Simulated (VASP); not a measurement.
Band structure of NiAl (CsCl type). Calculation: PBE GGA with spin-orbit coupling, VASP's PBE PAW potentials (set 64) (plane waves; VASP 6.6.1).

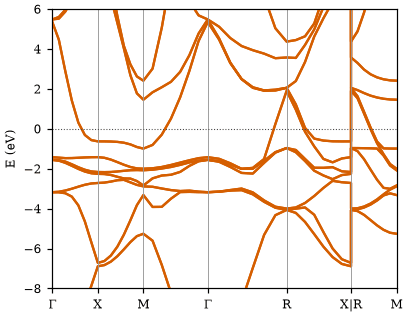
*Bands along high-symmetry lines, zero at the valence-band maximum or, without a gap, the Fermi level*

Task: Read the plot: is there a gap, and where are the band edges?

Result: It has no gap at this level: it comes out as a metal or semimetal.

The compound is NiAl in the CsCl type structure. It was relaxed first.
